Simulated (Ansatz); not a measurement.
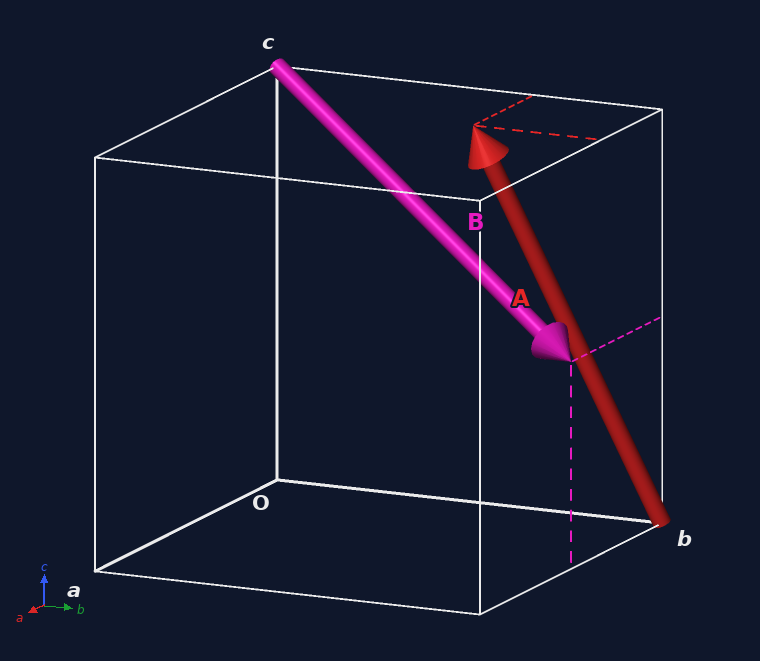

Each arrow starts at a corner of the unit cell and ends on its surface; where a tip isn't a corner, dashed lines run from it parallel to the axes. Crystal: ZnSe, a calculation's input that goes back to an entry of the Crystallography Open Database (an earlier step may have relaxed or displaced it). All values are computed from the atomic coordinates in the standard setting (tolerance 0.002 Å).

a = 5.668 Å, b = 5.668 Å, c = 5.668 Å, α = 90.00°, β = 90.00°, γ = 90.00°.

Question: Give [uvw] of each arrow.

Answer: Arrow A runs from (0, 1, 0) to (1/3, 2/3, 1), so [1 −1 3]; Arrow B runs from (0, 0, 1) to (1/2, 1, 1/2), so [1 2 −1].

Question: How long is the vector ua + vb + wc in each case, and what angles do the directions make?

Answer: A 18.797 Å; B 13.883 Å. A–B: 119.5°.

Question: In F-43m (No. 216), how many directions are equivalent to A (Laue class m-3m, both senses counted)?

Answer: 24.
